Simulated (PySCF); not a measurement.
## Electronic structure of C$_{6}$H$_{15}$PSi$_{4}$ (SMILES [SiH3][Si]([SiH3])([SiH2]P)c1ccccc1) in real space

The calculation's input:

```
{"job": {"kind": "uv", "xc": "PBE0", "basis": "def2-SVPD", "ip": false}, "charge": 0, "multiplicity": 1}
Si     1.163149     1.287773     2.380575
Si     0.757106     0.914491     0.103429
Si     0.493450     2.957512    -1.012831
Si     2.598303    -0.263232    -0.745591
P      2.646052    -2.387181     0.055030
C     -0.772562    -0.166022    -0.145123
C     -0.983706    -0.801468    -1.379956
C     -2.097995    -1.611443    -1.587719
C     -3.023934    -1.800152    -0.561869
C     -2.831270    -1.175126     0.668870
C     -1.714753    -0.365930     0.874506
H      0.016486     1.995647     3.032176
H      2.389249     2.131455     2.526685
H      1.382216    -0.007836     3.097218
H     -0.663900     3.722929    -0.453495
H      1.731695     3.786186    -0.873902
H      0.245549     2.707645    -2.467372
H      3.883161     0.407775    -0.374192
H      2.541296    -0.351854    -2.240038
H      2.472022    -1.974850     1.413303
H      1.244837    -2.581328    -0.154611
H     -0.266966    -0.662683    -2.195871
H     -2.243805    -2.099127    -2.554706
H     -3.897156    -2.437000    -0.722430
H     -3.553727    -1.319278     1.475938
H     -1.581516     0.115948     1.847726
```

Run with:

```sh
OMP_NUM_THREADS=2 python probes_run.py task.json out
```

Geometry: PBE0-D3(BJ)/def2-SVP.

Level of theory: PySCF 2.14.0, PBE0/def2-SVPD, SCF density, gas phase.

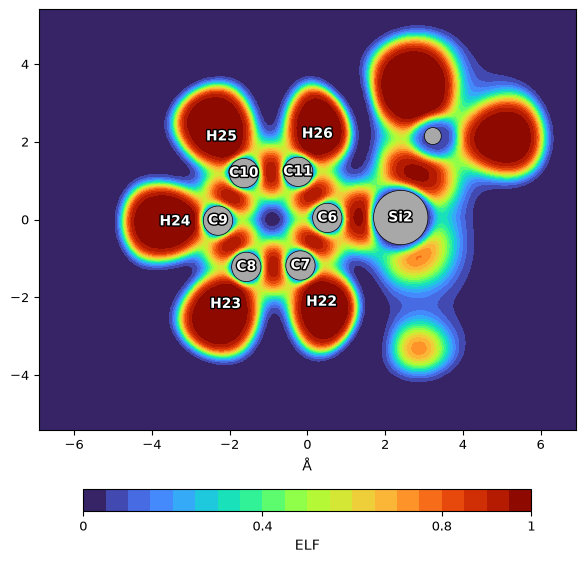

Figure 1. Electron localisation function on the plane of atoms C8, C9 and C10. Grey discs cover the atomic cores.

Question: Describe what can be read from this map.

Answer: Atoms in the plane: Si, C and H. C–C (1.39 Å): the ELF peaks at about 0.95 between the atoms, as expected for a covalent bond. C–Si (1.89 Å): the ELF peaks at about 0.95 between the atoms: a shared electron pair. C–H (1.09 Å): the ELF climbs to about 1 towards the hydrogen, as it does in any bond to H: an ordinary covalent bond to hydrogen.

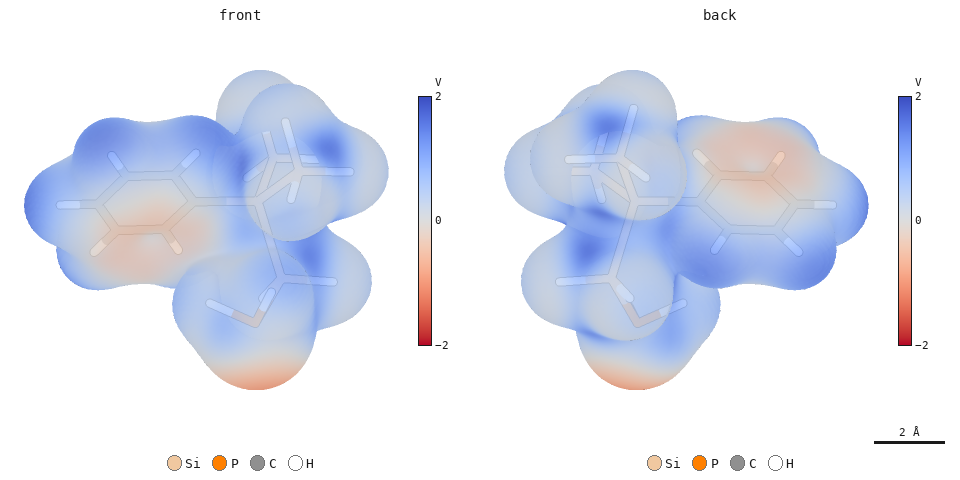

Figure 2. The molecular electrostatic potential painted on the density surface at 0.004 e/bohr³, seen from the front and from behind; red is negative and blue positive.

Question: Where is the surface potential most negative and most positive?

Answer: The most negative region (about −0.8 V) lies over P5, the most positive (about +1.5 V) over Si1, Si3 and Si4.
